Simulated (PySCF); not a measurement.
# C2H10OSi2: core-level calculation

System: C2H10OSi2, SMILES O[SiH2]CC[SiH3].
Method: delta-SCF UKS HF, pcX-2 on the ionised atom, pcseg-1 elsewhere, spin-free X2C (PySCF 2.14.0).

Figures and captions count atoms from 1; the log counts them from 0 in places.

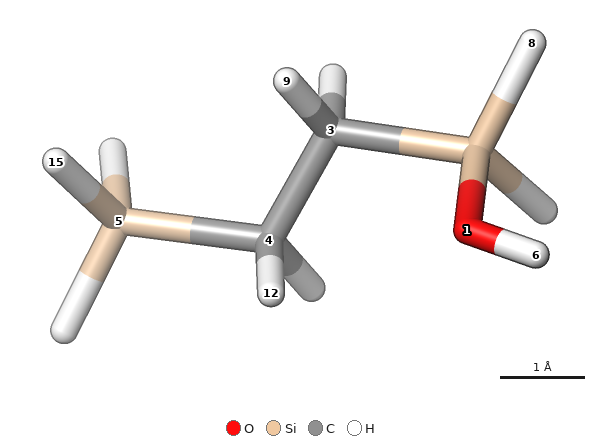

Figure 1. The structure (stick view, seen at a tilt; atoms are numbered from 1 in the order of the input). Bond lengths as drawn: C–C 1.53 Å, C–H 1.10 Å, C–Si 1.87 to 1.89 Å, H–O 0.96 Å, H–Si 1.50 Å and O–Si 1.67 Å.

## Results in brief

```tsv
quantity	value
outcome	converged
hardware	1 CPU thread, shared host
wall time	48 s
peak memory	0.63 GiB
```

## Input
```
{"job": {"kind": "xps", "xc": "HF"}, "charge": 0, "multiplicity": 1}
O      2.197704    -0.400115     1.130854
Si     1.958835    -0.081504    -0.492238
C      0.188024     0.505972    -0.638497
C     -0.826823    -0.512904    -0.104216
Si    -2.613307     0.089865    -0.164473
H      3.042941    -0.781626     1.383492
H      2.168057    -1.321911    -1.310205
H      2.913861     0.962168    -0.987781
H      0.108675     1.462387    -0.091506
H     -0.009641     0.748358    -1.698143
H     -0.764826    -1.458040    -0.672296
H     -0.584666    -0.775659     0.939926
H     -3.552744    -0.951420     0.357709
H     -3.001332     0.416969    -1.573311
H     -2.769785     1.330129     0.658752
```

The first line tells a small driver script what to run in PySCF; the rest is the geometry in Å.

Launch command:
```bash
OMP_NUM_THREADS=1 python <driver script> task.json out
```

## Log
```
ground state, core basis on atom 0 (O), 159 functions
  cycle   1  E = -735.38251926  |g| = 5.79e-01
  cycle   2  E = -735.45385040  |g| = 3.35e-01
  cycle   3  E = -735.47322203  |g| = 6.59e-02
  cycle   4  E = -735.47464874  |g| = 9.15e-03
  cycle   5  E = -735.47468723  |g| = 2.35e-03
  cycle   6  E = -735.47468992  |g| = 8.84e-04
  cycle   7  E = -735.47469027  |g| = 2.11e-04
  E(ground) = -735.47469027 Eh
hole in O 1s of atom 0
  cycle   1  E = -714.90428369  |g| = 2.20e+00
  cycle   2  E = -715.43938321  |g| = 1.13e+00
  cycle   3  E = -715.70451176  |g| = 9.65e-02
[... 5 cycles left out ...]
  E(ion) = -715.70764410 Eh   <S^2> = 0.7679   hole on atom = 1.000   binding energy = 537.889 eV
ground state, core basis on atom 1 (Si), 170 functions
[... 5 cycles left out ...]
  E(ground) = -735.51737277 Eh
hole in Si 1s of atom 1
[... 9 cycles left out ...]
  E(ion) = -667.60616258 Eh   <S^2> = 0.7543   hole on atom = 1.000   binding energy = 1847.958 eV
hole in Si 2p of atom 1
[... 9 cycles left out ...]
  E(ion) = -731.59150005 Eh   <S^2> = 0.7571   hole on atom = 1.002   binding energy = 106.828 eV
  2p3/2 = 106.620 eV   2p1/2 = 107.215 eV
ground state, core basis on atom 2 (C), 159 functions
[... 5 cycles left out ...]
  E(ground) = -735.44303348 Eh
hole in C 1s of atom 2
[... 9 cycles left out ...]
  E(ion) = -724.78502376 Eh   <S^2> = 0.7862   hole on atom = 1.000   binding energy = 290.019 eV
ground state, core basis on atom 3 (C), 159 functions
[... 4 cycles left out ...]
  E(ground) = -735.44273015 Eh
hole in C 1s of atom 3
[... 9 cycles left out ...]
  E(ion) = -724.78773193 Eh   <S^2> = 0.7871   hole on atom = 1.000   binding energy = 289.937 eV
ground state, core basis on atom 4 (Si), 170 functions
[... 5 cycles left out ...]
  E(ground) = -735.50812472 Eh
hole in Si 1s of atom 4
[... 8 cycles left out ...]
  cycle   9  E = -667.62972895  |g| = 2.48e-04
  E(ion) = -667.62972895 Eh   <S^2> = 0.7550   hole on atom = 1.000   binding energy = 1847.065 eV
hole in Si 2p of atom 4
  cycle   1  E = -731.29036757  |g| = 1.20e+00
  cycle   2  E = -731.58230656  |g| = 3.91e-01
  cycle   3  E = -731.60894531  |g| = 2.97e-02
  cycle   4  E = -731.60951905  |g| = 1.18e-02
  cycle   5  E = -731.60966476  |g| = 6.09e-03
  cycle   6  E = -731.60973472  |g| = 3.16e-03
  cycle   7  E = -731.60975865  |g| = 1.50e-03
  cycle   8  E = -731.60976523  |g| = 5.39e-04
  cycle   9  E = -731.60976594  |g| = 2.05e-04
  E(ion) = -731.60976594 Eh   <S^2> = 0.7612   hole on atom = 1.002   binding energy = 106.080 eV
  2p3/2 = 105.889 eV   2p1/2 = 106.484 eV
```

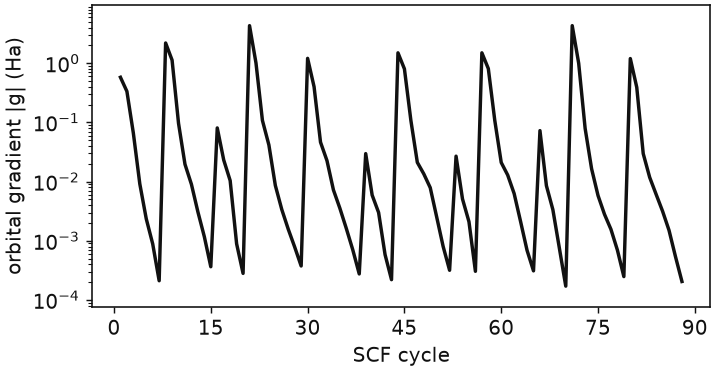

Figure 2. Convergence of the self-consistent field: orbital gradient |g| against the SCF cycle. All cycles printed in the log are drawn one after another.

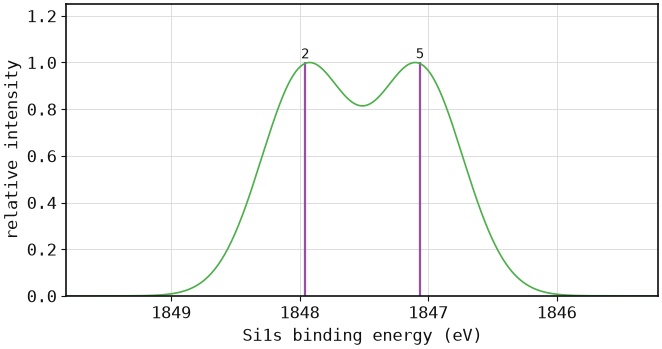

Figure 3. Si1s binding energies by ΔSCF of the atoms computed, labelled by atom number, with a Gaussian envelope of 0.8 eV full width. They run from 1847.07 eV (atom 5) to 1847.96 eV (atom 2).
